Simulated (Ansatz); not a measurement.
# GaCl + HF: a complex and its separated parts

Aim: how far the complex at one end of a reaction step lies below its separated, relaxed parts, level by level.

The runs use Ansatz 0.2.0, Gaussian basis; PBE0-D4/def2-TZVP structures, single points in def2-TZVPP, no counterpoise correction.

Levels: SPW92, PBE-D4, BLYP-D4, r2SCAN-D4, B97M-V, PBE0-D4, B3LYP-D4, r2SCAN0-D4, BHLYP-D4, CAM-B3LYP-D4, wB97X-V, wB97M-V, B2PLYP, PBE-QIDH, RPA on PBE, Hartree-Fock, MP2, CCSD, CCSD(T).

Cores are frozen in the correlated methods. Filled d shells of the heavier atoms are correlated. B3LYP uses VWN-RPA correlation. B2PLYP carries no dispersion term here.

95 further runs of the same task are left out: 1 that didn't finish, 94 set aside as unsound or not needed.

**1. Starting geometry**

The complex: 4 atoms, charge 0, spin multiplicity 1.

Atoms are counted from 1 here; the program's logs count them from 0.

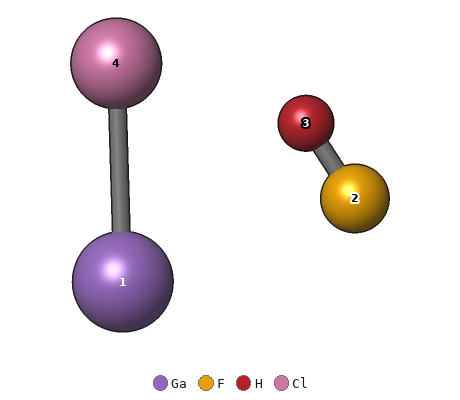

Start geometry, drawn with gallium purple, fluorine amber, hydrogen red, chlorine pink; atoms are numbered from 1 in the order of the file.

Geometry (Å):

```xyz
4
ClFGaH
Ga   -0.94059   -1.29588    0.26894
F     0.16140    0.43085   -1.33031
H     0.46840    0.70128   -0.47838
Cl    0.31069    0.16375    1.53984
```

Its parts: GaCl holds atoms 1, 4; HF holds atoms 2, 3. Each part counts its atoms afresh in its own runs.

**2. Relaxing GaCl alone**

The input, relax-a/in.yaml:

```yaml
crystal:
  periodic: [false, false, false]
  atoms:
    - {symbol: Ga, position_ang: [-0.940586, -1.295875, 0.268943]}
    - {symbol: Cl, position_ang: [0.310690, 0.163745, 1.539840]}
basis:
  gaussian: {orbitals: def2-TZVP}
hamiltonian: {xc: pbe0, dispersion: d4}
relax: {f_tol: 0.005, max_steps: 200}
```

On the command line:

```bash
$ ansatz run in.yaml --threads 2 --pin off --events-out ev --progress --plain --max-ram 4352MiB
```

What it wrote, shortened:

```text
Functional definition: PBE0
  name "PBE0"
  cite "Adamo & Barone, J. Chem. Phys. 110, 6158 (1999) doi:10.1063/1.478522"
  cite "Perdew, Burke & Ernzerhof, Phys. Rev. Lett. 77, 3865 (1996) doi:10.1103/PhysRevLett.77.3865"
  parent pbe
[...]
681 factors; their error is unknown
[...]
mean field -64891.70106918 eV, -2384.7260291175 hartree, gradient 1.5e-5 eV, S^2 0.000000; 0 other end points of the search recorded, 0 dependent functions left out
[...]
reference -64891.70108975 eV, -2384.7260298737 hartree; 24, 24 occupied and 61, 61 virtual orbitals, 681 factors
[...]
relax step   4: F+E_penalty+E_count = -64891.77420789 eV  Δ(F+E_penalty+E_count) = -6.207e-5 eV  max|allowed force component| = 6.238e-4 eV/Å  Δτ_max = 0.0017 Å  (26 SCF iters, accepted)
681 factors; their error is unknown
mean field -64891.74098470 eV, -2384.7274959860 hartree, gradient 4.5e-5 eV, S^2 0.000000; 1 other end points of the search recorded, 0 dependent functions left out
[...]
reference -64891.74100505 eV, -2384.7274967339 hartree; 24, 24 occupied and 61, 61 virtual orbitals, 681 factors
Total energy: -64891.77422824 eV, -2384.7287176636 hartree
Atom 0 at    -0.916427    -1.267693     0.293481 Å, force    -0.000535    -0.000624    -0.000543 eV/Å
Atom 1 at     0.286531     0.135563     1.515302 Å, force     0.000535     0.000624     0.000543 eV/Å
Dipole moment:    -0.265939    -0.310219    -0.270109 e Å
```

Run time: 4.1 s. Hardware: 2 threads of Arm Neoverse V1, shared host.

Along the way:

| step | energy from step 1 (eV) | largest force component (eV/Å) |
| --- | --- | --- |
| 1 | 0.0000 | 0.5360 |
| 2 | -0.0368 | 0.1663 |
| 3 | -0.0399 | 0.0238 |
| 4 | -0.0400 | 0.0006 |

The bond:

| bond | before (Å) | after (Å) | change (Å) |
| --- | --- | --- | --- |
| Ga1–Cl2 | 2.305 | 2.216 | -0.089 |

**3. Relaxing HF alone**

The input, relax-b/in.yaml:

```yaml
crystal:
  periodic: [false, false, false]
  atoms:
    - {symbol: F, position_ang: [0.161397, 0.430850, -1.330306]}
    - {symbol: H, position_ang: [0.468400, 0.701279, -0.478376]}
basis:
  gaussian: {orbitals: def2-TZVP}
hamiltonian: {xc: pbe0, dispersion: d4}
relax: {f_tol: 0.005, max_steps: 200}
```

On the command line:

```bash
$ ansatz run in.yaml --threads 2 --pin off --events-out ev --progress --plain --max-ram 4352MiB
```

What it wrote, shortened:

```text
[... 5 set-up lines as earlier in the session ...]
[...]
200 factors; their error is unknown
[...]
mean field -2731.78379104 eV, -100.3912026511 hartree, gradient 6.8e-6 eV, S^2 0.000000; 0 other end points of the search recorded, 0 dependent functions left out
[...]
reference -2731.80170840 eV, -100.3918611022 hartree; 5, 5 occupied and 32, 32 virtual orbitals, 200 factors
Total energy: -2731.80322170 eV, -100.3919167147 hartree
Atom 0 at     0.165461     0.434430    -1.319028 Å, force     0.000002     0.000001     0.000004 eV/Å
Atom 1 at     0.464336     0.697699    -0.489654 Å, force    -0.000002    -0.000001    -0.000004 eV/Å
Dipole moment:     0.130206     0.114694     0.361320 e Å
```

Wall time 0.9 s (2 threads of Arm Neoverse V1, shared host).

Along the way:

| step | energy from step 1 (eV) | largest force component (eV/Å) |
| --- | --- | --- |
| 1 | 0.0000 | 1.2516 |
| 2 | -0.0170 | 0.2910 |
| 3 | -0.0179 | 0.0198 |
| 4 | -0.0179 | 0.0059 |
| 5 | -0.0179 | 0.0000 |

The bond:

| bond | before (Å) | after (Å) | change (Å) |
| --- | --- | --- | --- |
| F1–H2 | 0.945 | 0.920 | -0.025 |

**4. SPW92/def2-TZVPP**

The input, parta/in.yaml:

```yaml
crystal:
  periodic: [false, false, false]
  atoms:
    - {symbol: Ga, position_ang: [-0.916427, -1.267693, 0.293481]}
    - {symbol: Cl, position_ang: [0.286531, 0.135563, 1.515302]}
basis:
  gaussian: {orbitals: def2-TZVPP}
hamiltonian: {xc: lda}
```

The input, partb/in.yaml:

```yaml
crystal:
  periodic: [false, false, false]
  atoms:
    - {symbol: F, position_ang: [0.165461, 0.434430, -1.319028]}
    - {symbol: H, position_ang: [0.464336, 0.697699, -0.489654]}
basis:
  gaussian: {orbitals: def2-TZVPP}
hamiltonian: {xc: lda}
```

One command serves all of them, each in its own folder.

On the command line:

```bash
$ ansatz run in.yaml --threads 2 --pin off --events-out ev --progress --plain --max-ram 4352MiB
```

Log of parta, shortened:

```text
Functional definition: SPW92
  name "SPW92"
  cite "Dirac, Proc. Camb. Phil. Soc. 26, 376 (1930) doi:10.1017/S0305004100016108"
  cite "Slater, Phys. Rev. 81, 385 (1951) doi:10.1103/PhysRev.81.385"
  cite "Perdew & Wang, Phys. Rev. B 45, 13244 (1992) doi:10.1103/PhysRevB.45.13244"
[...]
662 factors; their error is unknown
[...]
mean field -64779.93046274 eV, -2380.6185350918 hartree, gradient 9.1e-6 eV, S^2 0.000000; 0 other end points of the search recorded, 0 dependent functions left out
reference -64779.93048830 eV, -2380.6185360310 hartree; 24, 24 occupied and 66, 66 virtual orbitals, 662 factors
Total energy: -64779.93048830 eV, -2380.6185360310 hartree
```

Log of partb, shortened:

```text
[... 5 set-up lines as earlier in the session ...]
[...]
215 factors; their error is unknown
[...]
mean field -2716.76651734 eV, -99.8393280216 hartree, gradient 3.5e-5 eV, S^2 0.000000; 0 other end points of the search recorded, 0 dependent functions left out
reference -2716.76652842 eV, -99.8393284289 hartree; 5, 5 occupied and 40, 40 virtual orbitals, 215 factors
Total energy: -2716.76652842 eV, -99.8393284289 hartree
```

Wall times: 0.35 s (parta), 0.1 s (partb) on 2 threads of Arm Neoverse V1, shared host.

**5. PBE-D4/def2-TZVPP**

Each input of step 4 (parta, partb) changes in the same lines:

```diff
-hamiltonian: {xc: lda}
+hamiltonian: {xc: pbe, dispersion: d4}
```

One command serves all of them, each in its own folder.

On the command line:

```bash
$ ansatz run in.yaml --threads 2 --pin off --events-out ev --progress --plain --max-ram 4352MiB
```

Log of parta, shortened:

```text
Functional definition: PBE
  name "PBE"
[... 2 set-up lines as earlier in the session ...]
[...]
662 factors; their error is unknown
[...]
mean field -64889.79680373 eV, -2384.6560486531 hartree, gradient 2.0e-5 eV, S^2 0.000000; 0 other end points of the search recorded, 0 dependent functions left out
reference -64889.79683085 eV, -2384.6560496498 hartree; 24, 24 occupied and 66, 66 virtual orbitals, 662 factors
Total energy: -64889.83655377 eV, -2384.6575094401 hartree
```

Log of partb, shortened:

```text
[... 4 set-up lines as earlier in the session ...]
[...]
215 factors; their error is unknown
[...]
mean field -2731.84359206 eV, -100.3934002982 hartree, gradient 4.7e-5 eV, S^2 0.000000; 0 other end points of the search recorded, 0 dependent functions left out
reference -2731.84360417 eV, -100.3934007431 hartree; 5, 5 occupied and 40, 40 virtual orbitals, 215 factors
Total energy: -2731.84549806 eV, -100.3934703422 hartree
```

Times: 0.5 s (parta), 0.15 s (partb) on 2 threads of Arm Neoverse V1, shared host.

**6. BLYP-D4/def2-TZVPP**

Each input of step 5 (parta, partb) changes in the same lines:

```diff
-hamiltonian: {xc: pbe, dispersion: d4}
+hamiltonian: {xc: {name: BLYP}, dispersion: d4}
```

The same command starts each run, in its folder.

On the command line:

```bash
$ ansatz run in.yaml --threads 2 --pin off --events-out ev --progress --plain --max-ram 4352MiB
```

Output in parta, shortened:

```text
Functional definition: BLYP
  name "BLYP"
  cite "Becke, Phys. Rev. A 38, 3098 (1988) doi:10.1103/PhysRevA.38.3098"
  cite "Lee, Yang & Parr, Phys. Rev. B 37, 785 (1988) doi:10.1103/PhysRevB.37.785"
[...]
662 factors; their error is unknown
[...]
mean field -64904.93085858 eV, -2385.2122149106 hartree, gradient 1.8e-5 eV, S^2 0.000000; 0 other end points of the search recorded, 0 dependent functions left out
reference -64904.93110194 eV, -2385.2122238539 hartree; 24, 24 occupied and 66, 66 virtual orbitals, 662 factors
Total energy: -64905.01607784 eV, -2385.2153466605 hartree
```

Log of partb, shortened:

```text
[... 4 set-up lines as earlier in the session ...]
[...]
215 factors; their error is unknown
[...]
mean field -2734.23794096 eV, -100.4813909972 hartree, gradient 3.9e-5 eV, S^2 0.000000; 0 other end points of the search recorded, 0 dependent functions left out
reference -2734.23806456 eV, -100.4813955396 hartree; 5, 5 occupied and 40, 40 virtual orbitals, 215 factors
Total energy: -2734.24264657 eV, -100.4815639251 hartree
```

Wall times: 0.5 s (parta), 0.15 s (partb) on 2 threads of Arm Neoverse V1, shared host.

**7. r2SCAN-D4/def2-TZVPP**

Each input of step 6 (parta, partb) changes in the same lines:

```diff
-hamiltonian: {xc: {name: BLYP}, dispersion: d4}
+hamiltonian: {xc: r2scan, dispersion: d4}
```

Each run has its own folder and the same command.

On the command line:

```bash
$ ansatz run in.yaml --threads 2 --pin off --events-out ev --progress --plain --max-ram 4352MiB
```

Log of parta, shortened:

```text
Functional definition: r2SCAN
  name "r2SCAN"
  cite "Furness, Kaplan, Ning, Perdew & Sun, J. Phys. Chem. Lett. 11, 8208 (2020) doi:10.1021/acs.jpclett.0c02405"
  cite "Furness, Kaplan, Ning, Perdew & Sun, J. Phys. Chem. Lett. 11, 9248 (2020) doi:10.1021/acs.jpclett.0c03077"
  parent r2scan
[...]
662 factors; their error is unknown
[...]
mean field -64901.54800224 eV, -2385.0878972330 hartree, gradient 2.0e-5 eV, S^2 0.000000; 0 other end points of the search recorded, 0 dependent functions left out
reference -64901.54800985 eV, -2385.0878975127 hartree; 24, 24 occupied and 66, 66 virtual orbitals, 662 factors
Total energy: -64901.55513413 eV, -2385.0881593250 hartree
```

partb printed, shortened:

```text
[... 5 set-up lines as earlier in the session ...]
[...]
215 factors; their error is unknown
[...]
mean field -2733.29261889 eV, -100.4466510519 hartree, gradient 6.5e-6 eV, S^2 0.000000; 0 other end points of the search recorded, 0 dependent functions left out
reference -2733.29262207 eV, -100.4466511688 hartree; 5, 5 occupied and 40, 40 virtual orbitals, 215 factors
Total energy: -2733.29307961 eV, -100.4466679829 hartree
```

Times: 1.4 s (parta), 0.45 s (partb) on 2 threads of Arm Neoverse V1, shared host.

**8. B97M-V/def2-TZVPP**

The same edit goes into each in.yaml of step 7 (parta, partb):

```diff
-hamiltonian: {xc: r2scan, dispersion: d4}
+hamiltonian: {xc: {name: B97M-V}}
```

One command serves all of them, each in its own folder.

On the command line:

```bash
$ ansatz run in.yaml --threads 2 --pin off --events-out ev --progress --plain --max-ram 4352MiB
```

Output in parta, shortened:

```text
Functional definition: B97M-V
  name "B97M-V"
  cite "Mardirossian & Head-Gordon, J. Chem. Phys. 142, 074111 (2015) doi:10.1063/1.4907719"
  cite "Becke, J. Chem. Phys. 107, 8554 (1997) doi:10.1063/1.475007"
  cite "Vydrov & Van Voorhis, J. Chem. Phys. 133, 244103 (2010) doi:10.1063/1.3521275"
  # Of w^i u^j: cxij and so on, Table III.
[...]
  gx(w, u) = cx00 + cx01*u + cx02*u^2 + (cx10 + cx11*u)*w
[...]
  gos(w, u) = cos00 + cos01*u + cos03*u^3 + cos10*w + cos32*w^3*u^2
[...]
      + integral(e_c_pw_mod_opposite_spin*gos(b97_w_opposite, b97_u_opposite)) + vv10(b, c)
662 factors; their error is unknown
[...]
mean field -64889.40557422 eV, -2384.6416712336 hartree, gradient 1.0e-5 eV, S^2 0.000000; 0 other end points of the search recorded, 0 dependent functions left out
reference -64889.40561280 eV, -2384.6416726515 hartree; 24, 24 occupied and 66, 66 virtual orbitals, 662 factors
Total energy: -64889.40561280 eV, -2384.6416726515 hartree
```

Output in partb, shortened:

```text
[... 5 set-up lines as earlier in the session ...]
  # Of w^i u^j: cxij and so on, Table III.
[...]
  gx(w, u) = cx00 + cx01*u + cx02*u^2 + (cx10 + cx11*u)*w
[...]
  gos(w, u) = cos00 + cos01*u + cos03*u^3 + cos10*w + cos32*w^3*u^2
[...]
      + integral(e_c_pw_mod_opposite_spin*gos(b97_w_opposite, b97_u_opposite)) + vv10(b, c)
215 factors; their error is unknown
[...]
mean field -2733.38837288 eV, -100.4501699460 hartree, gradient 2.3e-5 eV, S^2 0.000000; 0 other end points of the search recorded, 0 dependent functions left out
reference -2733.38839059 eV, -100.4501705970 hartree; 5, 5 occupied and 40, 40 virtual orbitals, 215 factors
Total energy: -2733.38839059 eV, -100.4501705970 hartree
```

Wall times: 2 s (parta), 0.4 s (partb) on 2 threads of Arm Neoverse V1, shared host.

**9. PBE0-D4/def2-TZVPP**

Each input of step 8 (parta, partb) changes in the same lines:

```diff
-hamiltonian: {xc: {name: B97M-V}}
+hamiltonian: {xc: pbe0, dispersion: d4}
+output: {orbitals: {seedname: orbitals}}
```

Each run has its own folder and the same command.

On the command line:

```bash
$ ansatz run in.yaml --threads 2 --pin off --events-out ev --progress --plain --max-ram 4352MiB
```

Output in parta, shortened:

```text
[... 5 set-up lines as earlier in the session ...]
[...]
738 factors; their error is unknown
[...]
mean field -64891.74172117 eV, -2384.7275230508 hartree, gradient 4.0e-5 eV, S^2 0.000000; 0 other end points of the search recorded, 0 dependent functions left out
reference -64891.74174152 eV, -2384.7275237987 hartree; 24, 24 occupied and 66, 66 virtual orbitals, 738 factors
Total energy: -64891.77496471 eV, -2384.7287447283 hartree
```

Output in partb, shortened:

```text
[... 5 set-up lines as earlier in the session ...]
[...]
215 factors; their error is unknown
[...]
mean field -2731.86111786 eV, -100.3940443594 hartree, gradient 4.0e-5 eV, S^2 0.000000; 0 other end points of the search recorded, 0 dependent functions left out
reference -2731.86112658 eV, -100.3940446797 hartree; 5, 5 occupied and 40, 40 virtual orbitals, 215 factors
Total energy: -2731.86263987 eV, -100.3941002922 hartree
```

Wall times: 0.7 s (parta), 0.15 s (partb) on 2 threads of Arm Neoverse V1, shared host.

**10. B3LYP-D4/def2-TZVPP**

Each input of step 9 (parta, partb) changes in the same lines:

```diff
-hamiltonian: {xc: pbe0, dispersion: d4}
-output: {orbitals: {seedname: orbitals}}
+hamiltonian: {xc: {name: B3LYP}, dispersion: d4}
```

One command serves all of them, each in its own folder.

On the command line:

```bash
$ ansatz run in.yaml --threads 2 --pin off --events-out ev --progress --plain --max-ram 4352MiB
```

parta printed, shortened:

```text
Functional definition: B3LYP
  name "B3LYP"
  cite "Stephens, Devlin, Chabalowski & Frisch, J. Phys. Chem. 98, 11623 (1994) doi:10.1021/j100096a001"
[... 2 set-up lines as earlier in the session ...]
  cite "Vosko, Wilk & Nusair, Can. J. Phys. 58, 1200 (1980) doi:10.1139/p80-159"
[...]
716 factors; their error is unknown
[...]
mean field -64904.66584251 eV, -2385.2024757495 hartree, gradient 4.6e-5 eV, S^2 0.000000; 0 other end points of the search recorded, 0 dependent functions left out
reference -64904.66602449 eV, -2385.2024824371 hartree; 24, 24 occupied and 66, 66 virtual orbitals, 716 factors
Total energy: -64904.73304291 eV, -2385.2049453189 hartree
```

Output in partb, shortened:

```text
[... 6 set-up lines as earlier in the session ...]
[...]
215 factors; their error is unknown
[...]
mean field -2734.54626018 eV, -100.4927215196 hartree, gradient 1.9e-5 eV, S^2 0.000000; 0 other end points of the search recorded, 0 dependent functions left out
reference -2734.54635102 eV, -100.4927248580 hartree; 5, 5 occupied and 40, 40 virtual orbitals, 215 factors
Total energy: -2734.54934074 eV, -100.4928347280 hartree
```

They took 0.7 s (parta), 0.2 s (partb) on 2 threads of Arm Neoverse V1, shared host.

**11. r2SCAN0-D4/def2-TZVPP**

Each input of step 10 (parta, partb) changes in the same lines:

```diff
-hamiltonian: {xc: {name: B3LYP}, dispersion: d4}
+hamiltonian: {xc: {name: r2SCAN0}, dispersion: d4}
```

The same command starts each run, in its folder.

On the command line:

```bash
$ ansatz run in.yaml --threads 2 --pin off --events-out ev --progress --plain --max-ram 4352MiB
```

parta printed, shortened:

```text
Functional definition: r2SCAN0
  name "r2SCAN0"
  cite "Bursch, Neugebauer, Ehlert & Grimme, J. Chem. Phys. 156, 134105 (2022) doi:10.1063/5.0086040"
[... 3 set-up lines as earlier in the session ...]
[...]
738 factors; their error is unknown
[...]
mean field -64900.72226255 eV, -2385.0575518592 hartree, gradient 4.2e-5 eV, S^2 0.000000; 0 other end points of the search recorded, 0 dependent functions left out
reference -64900.72226861 eV, -2385.0575520817 hartree; 24, 24 occupied and 66, 66 virtual orbitals, 738 factors
Total energy: -64900.73165549 eV, -2385.0578970433 hartree
```

Log of partb, shortened:

```text
[... 6 set-up lines as earlier in the session ...]
[...]
215 factors; their error is unknown
[...]
mean field -2732.94545912 eV, -100.4338931657 hartree, gradient 6.6e-5 eV, S^2 0.000000; 0 other end points of the search recorded, 0 dependent functions left out
reference -2732.94546158 eV, -100.4338932562 hartree; 5, 5 occupied and 40, 40 virtual orbitals, 215 factors
Total energy: -2732.94596355 eV, -100.4339117033 hartree
```

Wall times: 1.6 s (parta), 0.45 s (partb) on 2 threads of Arm Neoverse V1, shared host.

**12. BHLYP-D4/def2-TZVPP**

The same edit goes into each in.yaml of step 11 (parta, partb):

```diff
-hamiltonian: {xc: {name: r2SCAN0}, dispersion: d4}
+hamiltonian: {xc: {name: BHLYP}, dispersion: d4}
```

One command serves all of them, each in its own folder.

On the command line:

```bash
$ ansatz run in.yaml --threads 2 --pin off --events-out ev --progress --plain --max-ram 4352MiB
```

Output in parta, shortened:

```text
Functional definition: BHLYP
  name "BHLYP"
  cite "Becke, J. Chem. Phys. 98, 1372 (1993) doi:10.1063/1.464304"
[... 2 set-up lines as earlier in the session ...]
[...]
797 factors; their error is unknown
[...]
mean field -64902.17723945 eV, -2385.1110212741 hartree, gradient 4.0e-5 eV, S^2 0.000000; 0 other end points of the search recorded, 0 dependent functions left out
reference -64902.17736301 eV, -2385.1110258147 hartree; 24, 24 occupied and 66, 66 virtual orbitals, 797 factors
Total energy: -64902.24616792 eV, -2385.1135543486 hartree
```

partb printed, shortened:

```text
[... 5 set-up lines as earlier in the session ...]
[...]
234 factors; their error is unknown
[...]
mean field -2733.43313227 eV, -100.4518148235 hartree, gradient 1.2e-5 eV, S^2 0.000000; 0 other end points of the search recorded, 0 dependent functions left out
reference -2733.43319281 eV, -100.4518170482 hartree; 5, 5 occupied and 40, 40 virtual orbitals, 234 factors
Total energy: -2733.43492078 eV, -100.4518805499 hartree
```

Times: 0.8 s (parta), 0.2 s (partb) on 2 threads of Arm Neoverse V1, shared host.

**13. CAM-B3LYP-D4/def2-TZVPP**

Each input of step 12 (parta, partb) changes in the same lines:

```diff
-hamiltonian: {xc: {name: BHLYP}, dispersion: d4}
+hamiltonian: {xc: {name: CAM-B3LYP}, dispersion: d4}
```

Each run has its own folder and the same command.

On the command line:

```bash
$ ansatz run in.yaml --threads 2 --pin off --events-out ev --progress --plain --max-ram 4352MiB
```

Log of parta, shortened:

```text
Functional definition: CAM-B3LYP
  name "CAM-B3LYP"
  cite "Yanai, Tew & Handy, Chem. Phys. Lett. 393, 51 (2004) doi:10.1016/j.cplett.2004.06.011"
  cite "Iikura, Tsuneda, Yanai & Hirao, J. Chem. Phys. 115, 3540 (2001) doi:10.1063/1.1383587"
[... 2 set-up lines as earlier in the session ...]
[...]
  # Exact exchange under (alpha + beta erf(omega r))/r, Becke's under what is left of 1/r.
[...]
716 factors; their error is unknown
130 factors; integrals over basis functions are off by at most 3.4e-5 eV
[...]
mean field -64906.39703962 eV, -2385.2660960699 hartree, gradient 3.9e-5 eV, S^2 0.000000; 0 other end points of the search recorded, 0 dependent functions left out
reference -64906.39712840 eV, -2385.2660993327 hartree; 24, 24 occupied and 66, 66 virtual orbitals, 716 factors
Total energy: -64906.43215461 eV, -2385.2673865221 hartree
```

Output in partb, shortened:

```text
[... 6 set-up lines as earlier in the session ...]
[...]
  # Exact exchange under (alpha + beta erf(omega r))/r, Becke's under what is left of 1/r.
[...]
215 factors; their error is unknown
48 factors; integrals over basis functions are off by at most 4.9e-5 eV
[...]
mean field -2733.85902813 eV, -100.4674662075 hartree, gradient 6.2e-5 eV, S^2 0.000000; 0 other end points of the search recorded, 0 dependent functions left out
reference -2733.85907226 eV, -100.4674678294 hartree; 5, 5 occupied and 40, 40 virtual orbitals, 215 factors
Total energy: -2733.86051259 eV, -100.4675207604 hartree
```

Times: 0.85 s (parta), 0.2 s (partb) on 2 threads of Arm Neoverse V1, shared host.

[end of part 1 of 2]
